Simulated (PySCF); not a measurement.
# HfN (charge +1, triplet): what the fields show

```xyz
2

Hf    0.0000    0.0000   -0.1315
N     0.0000    0.0000    1.6895
```

Core potentials replace the inner electrons of Hf.

Level of theory: PySCF, PBE0/def2-TZVPPD, non-relativistic Hamiltonian with scalar-relativistic core potentials where named, at a bond length of 1.821 Å.

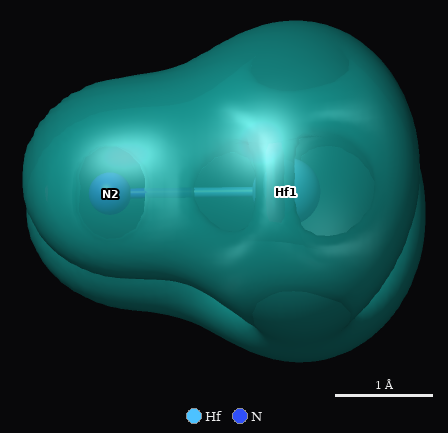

Figure 1. Isosurfaces of the spin density at +0.015 (teal) and −0.015 e/Å³ (pink), seen from one side.

Describe the spin distribution.

Answer. The unpaired spin (2 electrons) lies mostly on Hf1 (about 1.2) and N2 (about 0.8), in electrons by Hirshfeld's partition.

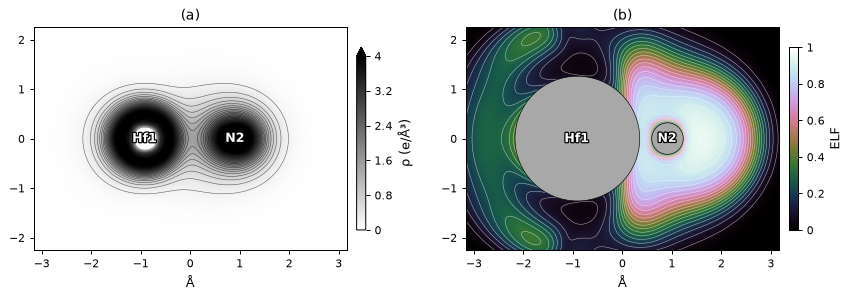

Figure 2. (a) electron density; (b) ELF on a plane that holds the molecular axis. Grey discs cover the atomic cores in the ELF map.

What do the fields say about this system?

Answer. Atoms in the plane: Hf and N.
Hf–N (1.82 Å): the density is about 1.5 e/Å³ at the midpoint; the ELF peaks at about 0.85 in the valence shell of N, 0.6 Å from its nucleus, and drops to about 0.50 between the two atoms.
